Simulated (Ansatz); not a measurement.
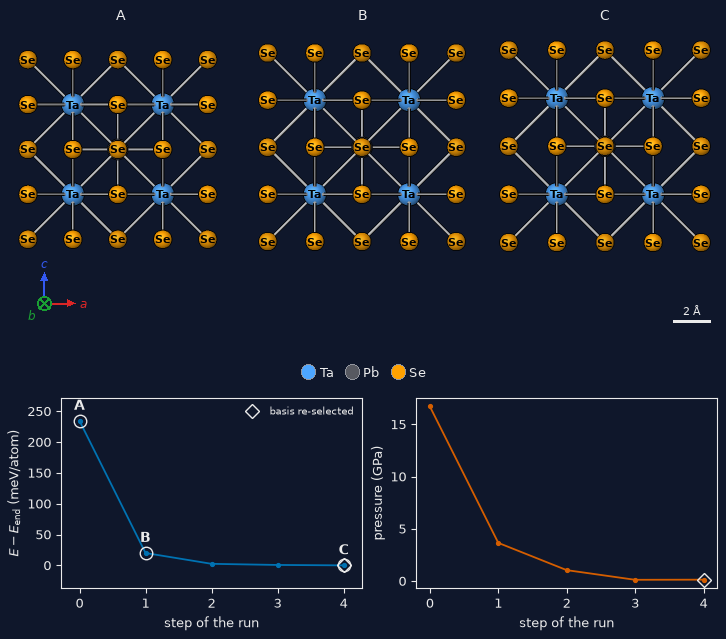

Frames of a relaxation of solid TaPbSe3 (built on the cubic perovskite type) (coarse preliminary run), marked on the history of the run. A ball-and-stick model of the cell of the calculation, seen along the b axis.

Case: cubic perovskite type (Pm-3m, No. 221).

Level of theory: DFT r2SCAN, scalar-relativistic, plane waves, PAW (Ansatz). Settings: plane-wave cutoff 500 eV; k-point mesh 4 × 4 × 4; occupations gaussian; smearing width 0.1 eV; collinear spin; cell and atoms relaxed; force threshold 0.04 eV/Å; at most 70 steps.

### Describe the path.

Over 3 accepted moves (4 points after the start) the energy falls by 234 meV per atom. All forces vanish by symmetry, so only the cell relaxes. Pressure: 16.72 GPa at the start and 0.13 GPa at the end. At 1 point the geometry stayed and the basis and grid were re-selected for the new cell (energy shift of 0.6 meV per atom at most each time). The atoms keep their places relative to the cell (all moves are under 0.005 Å). The volume changes by +22.7 %, with a = b = c 4.923 → 5.271 Å (+7.1 %). Some distances before and after: Se–Ta 3.481 → 3.727 Å, Pb–Se 2.462 → 2.635 Å. The space group stays Pm-3m (No. 221). The run took 2.3 min on 1 thread of Arm Neoverse V1, on a shared host, peak memory 0.79 GiB. From step 0 to 1: volume +15.3 %, energy −214 meV per atom. From step 1 to 4: volume +6.4 %, energy −20.0 meV per atom.

```tsv
step	E − E(0), meV/atom	pressure, GPa	volume, Å³/atom	note
0	0.00	16.72	23.869	
1	-214.34	3.65	27.533	
2	-231.90	1.04	28.766	
3	-233.73	0.12	29.289	
4	-234.36	0.13	29.289	same geometry, new basis
```
